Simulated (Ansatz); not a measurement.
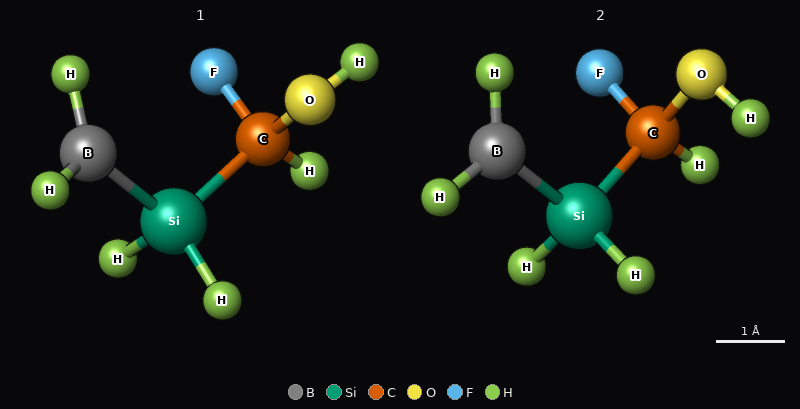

Two geometries of CH$_{6}$BFOSi, drawn at one scale. One is the start of a relaxation, the other its converged end. Style: ball-and-stick. Shown at a tilt.

All numbers below come from Ansatz, RKS BLYP/def2-SVP. (no spin polarisation; force threshold 0.02 eV/Å; at most 50 steps)

### Which one is relaxed?

Structure 1 is the relaxed one. The run prepares an end point of a later path (hydrogen shift) calculation, from a guessed geometry. After 19 accepted moves (25 points after the start) the energy has fallen by 15.4 kcal/mol. The largest force component goes from 1.9 to 0.0072 eV/Å. The line search rejected the trial steps at points 5, 11, 15, 16, 18, 19 of the run. The forces were under the threshold at step 20, but the run went on from there. An H atom moves most after the best rigid fit: 0.96 Å. By element the largest moves are H 0.96 Å, O 0.48 Å, F 0.26 Å, C 0.21 Å, B 0.14 Å, Si 0.12 Å. Some distances before and after: C–Si 1.850 → 1.939 Å, B–Si 1.939 → 2.021 Å, H–Si 1.427 → 1.504 Å, H–O 1.043 → 0.980 Å. Bond angles that change, for instance: C–O–H 102.3° → 108.9°, O–C–F 104.5° → 110.5°, Si–C–O 113.0° → 107.3°. Groups turn about C–O by about 100°, B–Si by about 30°. The run took 53 s on 2 threads of Intel(R) Xeon(R) Platinum 8488C (Sapphire Rapids), with other jobs on the host, peak memory 0.19 GiB.
